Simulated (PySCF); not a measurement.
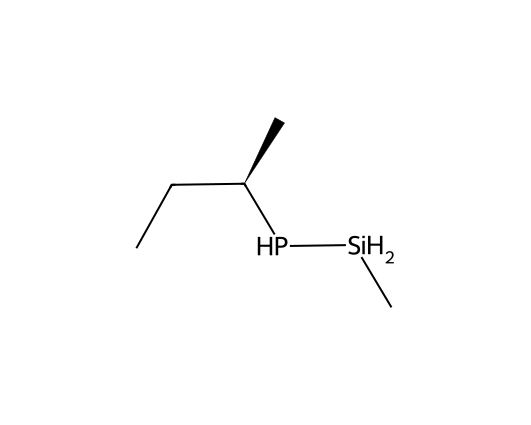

Computed geometry: GFN2-xTB optimisation. No frequency run is at hand to confirm it as a minimum. Level of theory: PBE0/pcSseg-1, gas phase (PySCF 2.14.0).

What does the calculation give?

The species is C5H15PSi (`CC[C@@H](C)P[SiH2]C`).
- dipole moment: 1.06 D
- HOMO energy (Kohn–Sham orbital): −6.76 eV
- LUMO energy (Kohn–Sham orbital): 0.31 eV
- HOMO–LUMO gap: 7.07 eV

The geometry is semi-empirical. Around P, Si such bond lengths and angles can be off by a tenth of an ångström or more and by several degrees, and values that hang on the shape move with them.
